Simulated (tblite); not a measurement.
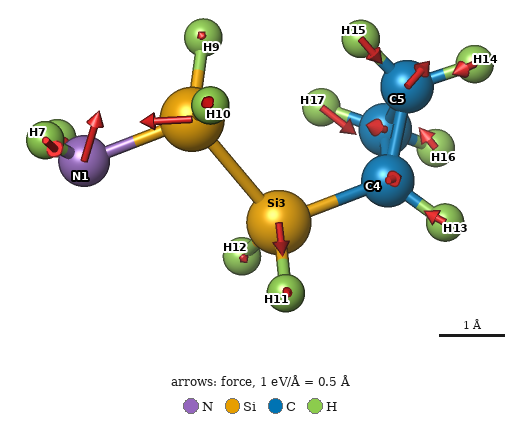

Starting geometry of C$_{3}$H$_{11}$NSi$_{2}$ with the computed forces as red arrows. A ball-and-stick model, seen from a free direction.

Level of theory: GFN2-xTB geometry optimisation, gas phase (tblite 0.8.0). 

### What follows when this structure is relaxed?

It isn't relaxed: the largest force vector, on the N atom, is 1.76 eV/Å. The final displacements have little in common with the starting forces (cosine between the two patterns 0.25). After 115 geometry steps the energy has fallen by 0.615 eV. The atom that moves furthest after the best rigid fit is an H atom (0.94 Å). By element the largest moves are H 0.94 Å, C 0.29 Å, Si 0.23 Å, N 0.23 Å. Among the contacts that change: N–Si 1.816 → 1.726 Å, Si–Si 2.232 → 2.306 Å, C–H 1.120 → 1.080 Å, H–N 1.045 → 1.007 Å. Bond angles that change, for instance: Si–C–C 111.0° → 120.6°, Si–N–H 109.3° → 118.8°, Si–N–H 111.0° → 119.3°. Groups turn about N–Si by about 40°, C–Si by about 30°.
